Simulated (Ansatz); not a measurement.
# Calculations on AlNH$_{5}$O$_{2}$Cl

### Relaxation

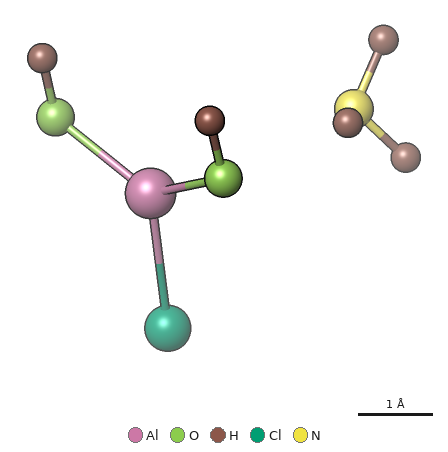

Starting structure of AlNH5O2Cl. A ball-and-stick model, seen at a tilt.

The run prepares an end point of a later path (reaction) calculation, from a guessed geometry.

Computed with RKS PBE-D4/cc-pVDZ (Ansatz).

Input file:
```yaml
crystal:
  periodic: [false, false, false]
  atoms:
    - { symbol: Al, position_ang: [-0.006061, -0.447708, -0.013647] }
    - { symbol: O, position_ang: [-0.027418, -0.389407, 1.756213] }
    - { symbol: H, position_ang: [-0.903527, -0.406561, 2.186373] }
    - { symbol: Cl, position_ang: [1.901918, -0.678616, -0.910456] }
    - { symbol: O, position_ang: [-1.392622, -0.575442, -1.053527] }
    - { symbol: H, position_ang: [-2.277939, -0.563227, -0.646932] }
    - { symbol: "N", position_ang: [0.448201, 2.463794, 0.944047] }
    - { symbol: H, position_ang: [1.419213, 2.805694, 0.97634] }
    - { symbol: H, position_ang: [-0.154608, 3.268238, 1.163407] }
    - { symbol: H, position_ang: [0.358343, 1.791235, 1.740982] }
basis:
  gaussian: { orbitals: cc-pVDZ }
hamiltonian:
  xc: pbe
  dispersion: d4
relax:
  f_tol: 0.03
  max_steps: 50
```

Run as
```bash
ansatz run input.yaml --threads 2 --pin off --max-ram 3072MiB --backend cpu --events-out ev --progress --plain --runs-dir out
```

Q: Where does the relaxation end?

A: After 18 accepted moves (21 points after the start) the energy has fallen by 27.4 kcal/mol. The largest force component goes from 0.86 to 0.012 eV/Å. The line search rejected the trial steps at points 7, 14, 18 of the run. The largest move after the best rigid fit is that of H3, 1.36 Å. Largest moves by element: H 1.36 Å, O 1.17 Å, Al 0.71 Å, Cl 0.47 Å, N 0.45 Å. Near-neighbour distances that change, for instance: Al1–N7 3.098 → 2.039 Å, Al1–Cl4 2.121 → 2.184 Å, Al1–O5 1.738 → 1.759 Å, N7–H10 1.047 → 1.030 Å. New bonds form, among them: Al1–N7 (3.10 → 2.04 Å). Bond angles that change, for instance: O2–Al1–O5 126.2° → 120.1°, H8–N7–H10 105.7° → 107.9°. Groups turn about Al1–O2 by about 145°, Al1–O5 by about 85°. The run took 43 s on 2 threads of Intel(R) Xeon(R) Platinum 8488C (Sapphire Rapids), on a shared host, peak memory 0.18 GiB.

Final geometry:

```xyz
10

Al   -0.1033    0.1010    0.4207
O    -0.4375   -0.5604    2.0168
H     0.1033   -1.3225    2.2891
Cl    1.7745   -0.5642   -0.4750
O    -1.4288    0.5254   -0.6542
H    -1.9647   -0.1889   -1.0391
N     0.3093    2.0529    0.8436
H     1.2714    2.3169    0.5869
H    -0.3395    2.6501    0.3089
H     0.1810    2.2578    1.8451
```

After the run, drawn alike:

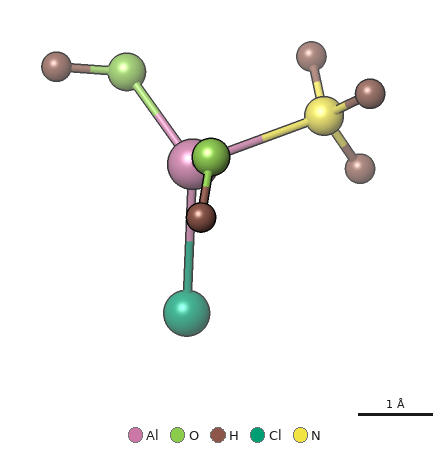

Limits of the set-up: the start holds two separate molecules, 2.2 Å apart at their closest, whose relative position is a soft coordinate.

### Relaxation

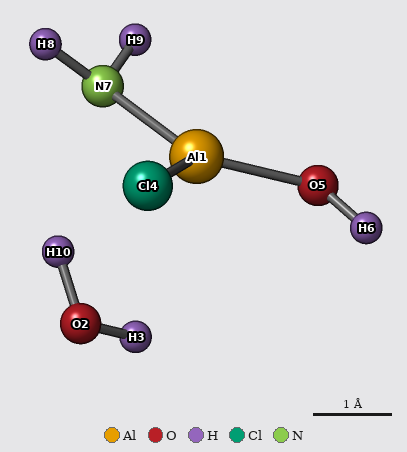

This is the input geometry for a relaxation of AlNH5O2Cl. A ball-and-stick model, seen at a tilt.

The run prepares an end point of a later path (reaction) calculation, from a guessed geometry.

Computed with RKS PBE-D4/cc-pVDZ in Ansatz.

Input
```yaml
crystal:
  periodic: [false, false, false]
  atoms:
    - { symbol: Al, position_ang: [0.1153, 0.544021, -0.318877] }
    - { symbol: O, position_ang: [0.029362, -0.23427, 2.536374] }
    - { symbol: H, position_ang: [-0.949589, -0.254314, 2.585756] }
    - { symbol: Cl, position_ang: [1.840686, -0.539552, -0.934033] }
    - { symbol: O, position_ang: [-1.533245, 0.137615, -0.680944] }
    - { symbol: H, position_ang: [-1.726371, -0.724373, -1.089097] }
    - { symbol: "N", position_ang: [0.388306, 2.147417, 0.633522] }
    - { symbol: H, position_ang: [1.316621, 2.573313, 0.521513] }
    - { symbol: H, position_ang: [-0.319919, 2.881843, 0.50499] }
    - { symbol: H, position_ang: [0.204348, 0.736299, 2.383594] }
basis:
  gaussian: { orbitals: cc-pVDZ }
hamiltonian:
  xc: pbe
  dispersion: d4
relax:
  f_tol: 0.03
  max_steps: 50
```

Command:
```bash
ansatz run input.yaml --threads 2 --pin off --max-ram 3072MiB --backend cpu --events-out ev --progress --plain --runs-dir out
```

Question: Predict the outcome.

Answer: Over 10 geometry steps the energy falls by 15.8 kcal/mol. The largest force component goes from 1.2 to 0.02 eV/Å. The largest move after the best rigid fit is that of O2, 0.52 Å. Largest moves by element: O 0.52 Å, Al 0.43 Å, H 0.36 Å, Cl 0.16 Å, N 0.13 Å. Among the contacts that change: Al1–O2 2.961 → 2.020 Å, Al1–H10 2.711 → 2.120 Å, O2–H10 0.998 → 1.032 Å, Al1–Cl4 2.128 → 2.153 Å. New bonds form, among them: Al1–O2 (2.96 → 2.02 Å). Bond angles that change, for instance: Cl4–Al1–O5 126.2° → 121.3°, H3–O2–H10 101.7° → 106.5°, Al1–N7–H8 115.4° → 118.5°. Groups turn about Al1–O5 by about 25°. The run took 21 s on 2 threads of Intel(R) Xeon(R) Platinum 8488C (Sapphire Rapids) (shared host), peak memory 0.17 GiB.

History of the run:

```json
{"step": "0", "E − E(0), kcal/mol": "0.00", "largest force component, eV/Å": "1.2078"}
{"step": "1", "E − E(0), kcal/mol": "-5.18", "largest force component, eV/Å": "0.9696"}
{"step": "2", "E − E(0), kcal/mol": "-11.20", "largest force component, eV/Å": "1.3173"}
{"step": "3", "E − E(0), kcal/mol": "-12.87", "largest force component, eV/Å": "1.4322"}
{"step": "4", "E − E(0), kcal/mol": "-15.15", "largest force component, eV/Å": "0.3643"}
{"step": "5", "E − E(0), kcal/mol": "-15.55", "largest force component, eV/Å": "0.1583"}
{"step": "6", "E − E(0), kcal/mol": "-15.76", "largest force component, eV/Å": "0.1719"}
{"step": "7", "E − E(0), kcal/mol": "-15.81", "largest force component, eV/Å": "0.0978"}
{"step": "8", "E − E(0), kcal/mol": "-15.83", "largest force component, eV/Å": "0.0381"}
{"step": "9", "E − E(0), kcal/mol": "-15.84", "largest force component, eV/Å": "0.0886"}
{"step": "10", "E − E(0), kcal/mol": "-15.84", "largest force component, eV/Å": "0.0199"}
```

Final geometry:

```xyz
10

Al    0.1114    0.3942    0.0799
O     0.0787   -0.0663    2.0467
H    -0.8264   -0.3325    2.3147
Cl    1.7701   -0.6381   -0.8253
O    -1.5419    0.0425   -0.3838
H    -1.6898   -0.5880   -1.1098
N     0.3711    2.1163    0.7587
H     1.2969    2.5498    0.6535
H    -0.3203    2.8275    0.4864
H     0.1156    0.9626    2.1219
```

The end point in the same view:

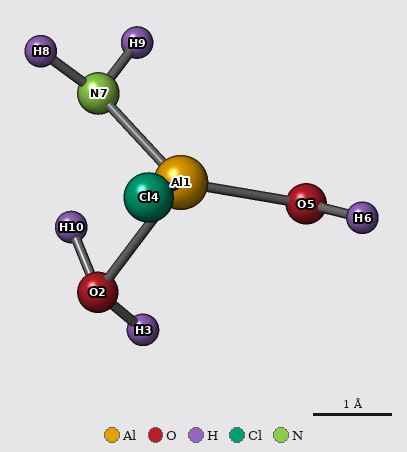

Limits of the set-up: the start holds two separate molecules, 2.3 Å apart at their closest, whose relative position is a soft coordinate.

### Path

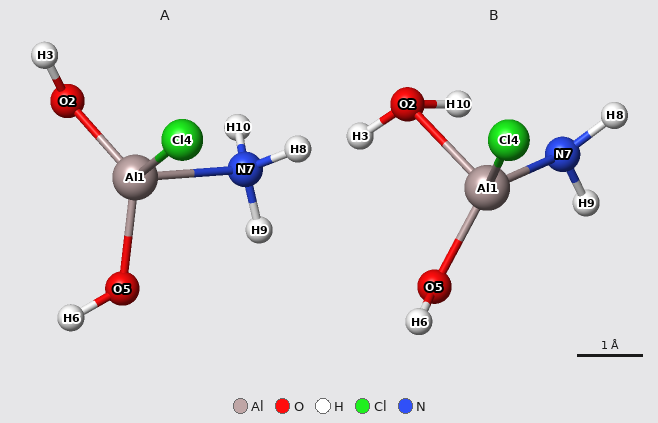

The two relaxed end points of a path for AlNH$_{5}$O$_{2}$Cl. A ball-and-stick model, seen at a tilt.

The calculation used RKS PBE-D4/cc-pVDZ in Ansatz 0.2.0.

Set-up: 9 movable images; climbing image; force threshold 0.05 eV/Å; iteration limit 60.

Start:
```xyz
10

Al   -0.1289    0.1009    0.4281
O    -0.4719   -0.5301    2.0346
H     0.0424   -1.3092    2.3102
Cl    1.7133   -0.6446   -0.4781
O    -1.4481    0.5637   -0.6387
H    -2.0144   -0.1339   -1.0104
N     0.3614    2.0402    0.8251
H     1.3302    2.2647    0.5563
H    -0.2697    2.6558    0.2901
H     0.2510    2.2606    1.8255
```

End:
```xyz
10

Al    0.0787    0.3952    0.0697
O     0.0883   -0.0946    2.0296
H    -0.8190   -0.3237    2.3234
Cl    1.6584   -0.6968   -0.9043
O    -1.6031    0.1262   -0.3444
H    -1.8030   -0.4854   -1.0741
N     0.4387    2.0927    0.7643
H     1.3796    2.4854    0.6350
H    -0.2277    2.8387    0.5251
H     0.1747    0.9303    2.1184
```

Predict the minimum-energy path and its barrier.

The energy climbs by 0.86 eV to image 9 and then falls by 0.02 eV, so the end point sits at +0.84 eV. A hydrogen atom shifts from one atom to another. Breaking: N7–H10 (1.03 → 1.50 at the top → 1.80 Å). Forming: O2–H10 (2.89 → 1.13 at the top → 1.03 Å). The band is converged. At the top, the vibrational analysis gives one imaginary mode (429i cm⁻¹), as a transition state must have.

Energies of the converged images:

```json
{"image": "0", "path (Å)": "0.00", "E (eV)": "0.000"}
{"image": "1", "path (Å)": "0.34", "E (eV)": "0.003"}
{"image": "2", "path (Å)": "0.68", "E (eV)": "0.004"}
{"image": "3", "path (Å)": "1.01", "E (eV)": "0.000"}
{"image": "4", "path (Å)": "1.35", "E (eV)": "0.011"}
{"image": "5", "path (Å)": "1.69", "E (eV)": "0.052"}
{"image": "6", "path (Å)": "2.03", "E (eV)": "0.125"}
{"image": "7", "path (Å)": "2.37", "E (eV)": "0.257"}
{"image": "8", "path (Å)": "2.71", "E (eV)": "0.612"}
{"image": "9", "path (Å)": "3.05", "E (eV)": "0.860"}
{"image": "10", "path (Å)": "3.40", "E (eV)": "0.844"}
```

The geometry at the top of the path:

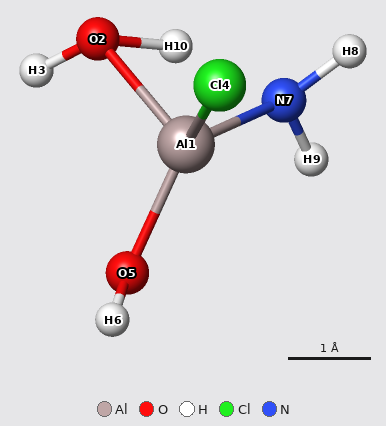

The run took 6.3 min on 2 threads of Intel(R) Xeon(R) Platinum 8488C (Sapphire Rapids) (shared host), peak memory 0.18 GiB.
